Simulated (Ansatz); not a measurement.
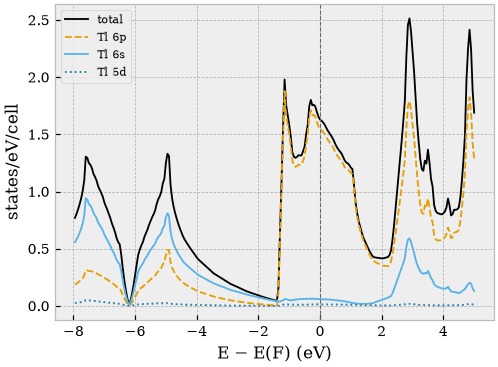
Fig. 1. Total and projected density of states of Tl (diamond, Fd-3m), r²SCAN in the plane-wave PAW code Ansatz

Which orbitals carry the states next to the Fermi level?

Within 0.5 eV of the Fermi level: Tl 6p 95 %. Projections are on Löwdin-orthogonalised atomic valence shells; empty p or d shells of many metals are not among them.

Where is the tallest occupied peak in this window, and what makes it?

Near -1.1 eV, about 2.0 states/eV per cell; the largest projected share is Tl 6p.

The start of the workflow was typed in or built on a structure type; neither database checked (COD, Materials Project) lists it. It is not the phase usual at ambient conditions (space group No. 194). The r²SCAN relaxation kept the symmetry of its start. At this level the phase is mechanically unstable. Spin–orbit coupling is left out wherever it is not named.

Potentials: the later of the program's two PAW sets.
